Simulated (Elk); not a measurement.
Band structure of CaWO₃ (Cm, 5 atoms in the cell).

```
CELL_PARAMETERS angstrom
      2.95653    -2.79349     0.00000
      2.95653     2.79349     0.00000
     -0.10823     0.00000     4.09505
ATOMIC_POSITIONS crystal
  Ca 0.55079 0.55079 0.50027
  W  0.97308 0.97308 0.99236
  O  0.94856 0.94856 0.48941
  O  0.93871 0.46935 0.98168
  O  0.46935 0.93871 0.98168
```
Moments meant for the start (each program seeds them in its own way; μB, in the order of the atoms Ca W O O O): 0.0 1.0 0.0 0.0 0.0.

Computed with LDA (PW92), all-electron FP-LAPW, Elk's shipped species files, default APW+lo basis run with Elk.

Settings: xctype = 3; spinpol = true; rgkmax = 7; stype = 0; swidth = 0.00183747 Ha; ngridk = 4 4 4; reducebf = 0.7; nempty = 8 per atom; bfcmt = [[0.0, 0.0, 0.0], [0.0, 0.0, -0.5], [0.0, 0.0, 0.0], [0.0, 0.0, 0.0], [0.0, 0.0, 0.0]].

The starting cell comes from a database of computed structures (which also holds hypothetical and non-ambient phases and stackings), without a prior relaxation at this level. Its lattice was rescaled by a random factor within 2.5 % of one. Spin-orbit coupling is off. The starting moments vanished: the run ended non-magnetic. Values depend on the basis (sphere radii, cutoffs, local orbitals), which need not be converged.

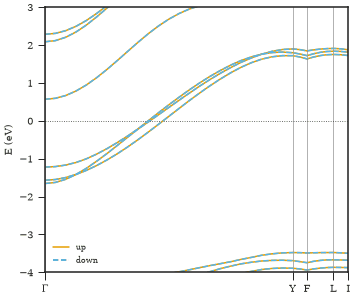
Figure: Bands along the path, energies from the Fermi level.

Levels in eV from the Fermi level, bands 24 to 31 of the first spin channel:
| point | 24 | 25 | 26 | 27 | 28 | 29 | 30 | 31 |
|---|---|---|---|---|---|---|---|---|
| Γ | -4.57 | -4.53 | -4.35 | -4.07 | -1.65 | -1.57 | -1.22 | 0.57 |
| Y | -7.54 | -3.89 | -3.69 | -3.48 | 1.72 | 1.80 | 1.90 | 3.07 |
| F | -7.53 | -3.94 | -3.75 | -3.49 | 1.64 | 1.72 | 1.85 | 3.07 |
| L | -7.54 | -3.87 | -3.67 | -3.48 | 1.75 | 1.84 | 1.91 | 3.10 |
| I | -7.50 | -3.87 | -3.68 | -3.50 | 1.72 | 1.81 | 1.88 | 3.10 |

Bands cross the Fermi level along this path, so the cell is metallic at this level.

The net moment of the cell came out as 0.00 μB.
